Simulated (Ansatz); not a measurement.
# CH7GaN2O (SMILES N[CH2][Ga]([NH2])[OH]): what the fields show

The calculation's input:

```
crystal:
  periodic: [false, false, false]
  atoms:
    - { symbol: "N", position_ang: [-1.6598, 0.3712, 0.1428] }
    - { symbol: C, position_ang: [-0.7434, -0.0756, 1.0973] }
    - { symbol: Ga, position_ang: [1.2537, 0.0796, -0.0453] }
    - { symbol: "N", position_ang: [1.3416, -1.3312, -1.0299] }
    - { symbol: O, position_ang: [1.7252, 1.2714, 0.348] }
    - { symbol: H, position_ang: [-1.408, 1.3942, -0.1456] }
    - { symbol: H, position_ang: [-1.589, -0.1754, -0.7201] }
    - { symbol: H, position_ang: [-0.7362, 0.5714, 2.0073] }
    - { symbol: H, position_ang: [-0.9731, -1.106, 1.4122] }
    - { symbol: H, position_ang: [0.8832, -0.7234, -1.7514] }
    - { symbol: H, position_ang: [0.5821, -2.1295, -0.8879] }
    - { symbol: H, position_ang: [1.4007, 1.7982, -0.3934] }
basis:
  gaussian: { orbitals: def2-SVP }
hamiltonian:
  xc: r2scan
relax:
  f_tol: 0.015
  max_steps: 40
output:
  orbitals: {}
```

Command:

```sh
ansatz run input.yaml --threads 2 --pin off --max-ram 3072MiB --backend cpu --events-out ev --progress --plain --runs-dir out
```

The fields are those of the relaxed geometry.

All numbers below come from Ansatz, RKS r2SCAN/def2-SVP.

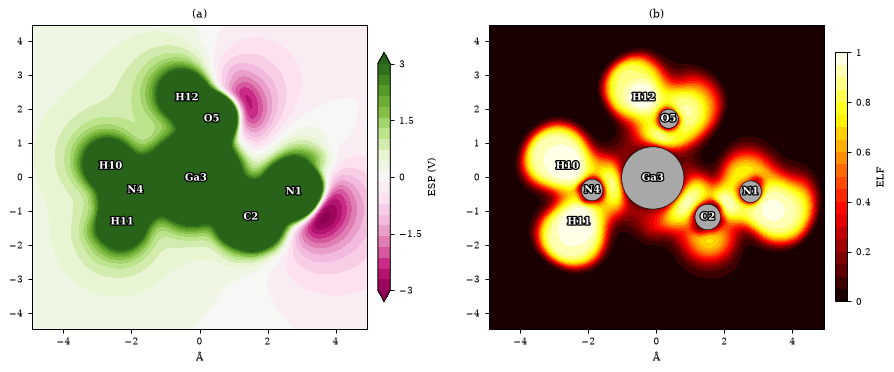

Figure 1. (a) molecular electrostatic potential; (b) ELF on the plane of atoms Ga3, N4 and H10. Grey discs cover the atomic cores in the ELF map.

Question: Read the bonding off the picture.

Answer: Atoms in the plane: N, C, Ga, O and H.
C–N (1.46 Å): the ELF peaks at about 0.95 between the atoms (localised, covalent bonding).
Ga–O (1.80 Å): the ELF peaks at about 0.85 in the valence shell of O, 0.6 Å from its nucleus, and is about 0.20 at the midpoint.
Ga–N (1.82 Å): the ELF peaks at about 0.85 in the valence shell of N, 0.6 Å from its nucleus, and is about 0.30 at the midpoint.
C–Ga (1.98 Å): the ELF peaks at about 0.90 in the valence shell of C, 0.7 Å from its nucleus, and is about 0.60 at the midpoint.
O–H (0.96 Å): the ELF climbs to about 1 towards the hydrogen, as it does in any bond to H: an ordinary covalent bond to hydrogen.
The ELF also peaks beside N1 and O5, away from the bonds: lone-pair regions.
Outside the dense part of the molecule the potential is most negative (−3.1 V) near N1.

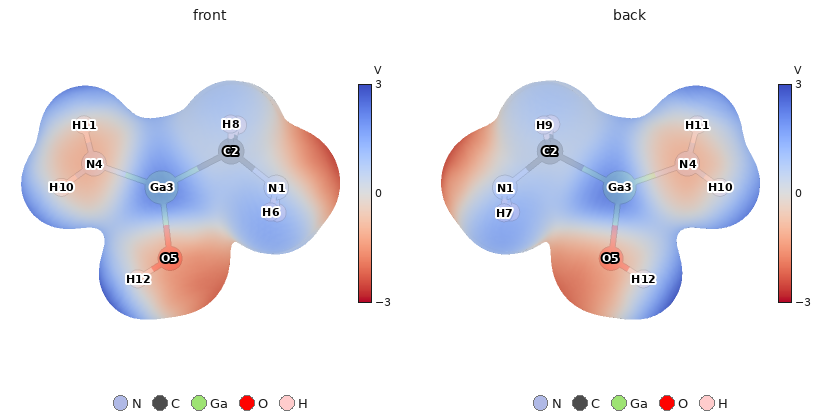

Figure 2. The electrostatic potential painted on the density surface at 0.004 e/bohr³, seen from the front and from behind; red is negative and blue positive.

Question: Describe the electrostatic potential map.

Answer: The most negative region (about −2.3 V, or −53 kcal/mol for a unit charge) lies over N1, the most positive (about +2.5 V, or +58 kcal/mol for a unit charge) over H12. N1 is the likeliest acceptor of a hydrogen bond.

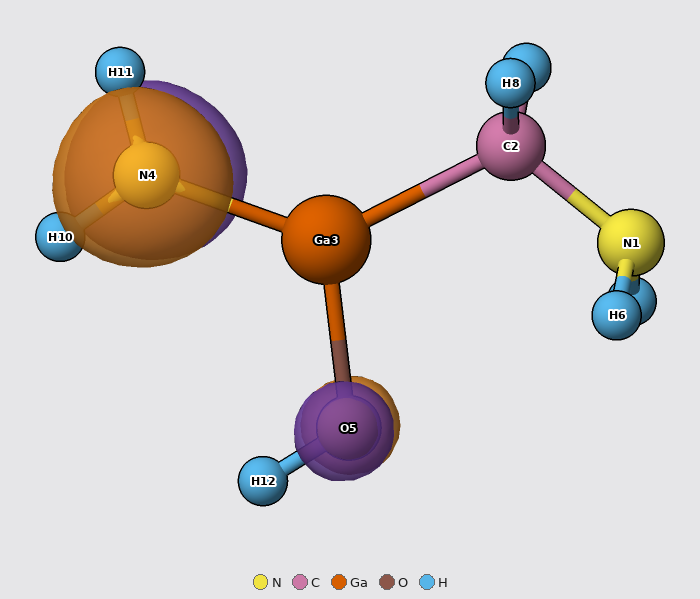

Figure 3. The HOMO−1 at ±0.2 Å⁻³ᐟ² (orange and purple are the two phases), seen across its widest extent.

Question: What is the character of this orbital?

Answer: Its weight (Hirshfeld) is mainly on N4 (about 65 %), O5 (about 10 %) and Ga3 (about 10 %); largely a lone pair of N4. Its energy is −5.85 eV.

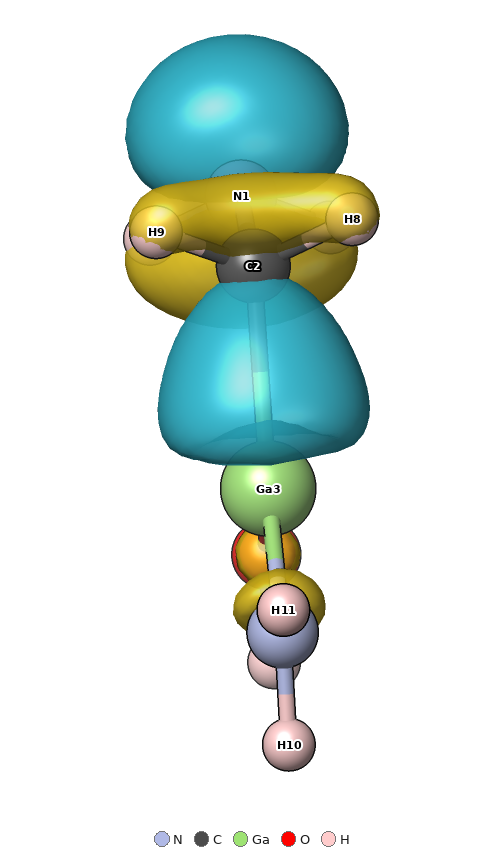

Figure 4. The HOMO at ±0.15 Å⁻³ᐟ² (yellow and cyan are the two phases), seen at an oblique angle.

Question: Describe this orbital and give its energy.

Answer: It lies mainly on N1 (about 55 %), C2 (about 15 %) and Ga3 (about 15 %). Its energy is −4.88 eV.
